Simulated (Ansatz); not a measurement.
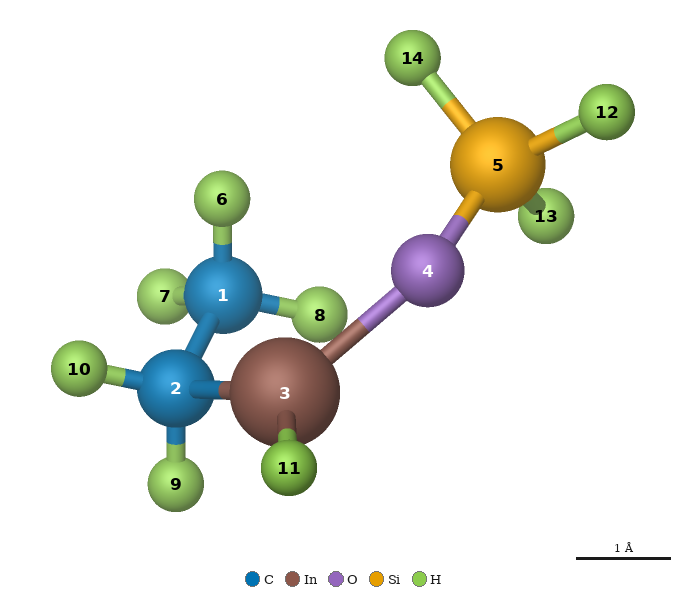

Source: calculation with Ansatz.

Numbered structure. Charge +1, doublet. Geometry: the geometry of the neutral molecule.

How are the neighbours of atom 3 arranged?

In3 has 3 neighbours (C2 at 2.15, O4 at 2.00, H11 at 1.71 Å); the arrangement is trigonal planar.

What is the geometry at Si5?

Si5 has 4 neighbours (O4 at 1.62, H12 at 1.49, H13 at 1.50, H14 at 1.50 Å); the arrangement is tetrahedral.

What is the geometry at C2?

C2 has 4 neighbours (C1 at 1.52, In3 at 2.15, H9 at 1.09, H10 at 1.09 Å); the arrangement is tetrahedral.

Describe the coordination of atom 4.

O4 has 2 neighbours (In3 at 2.00, Si5 at 1.62 Å); the arrangement is bent.

What is the dihedral angle C2–In3–O4–Si5?

1° in size, that is syn (eclipsed).
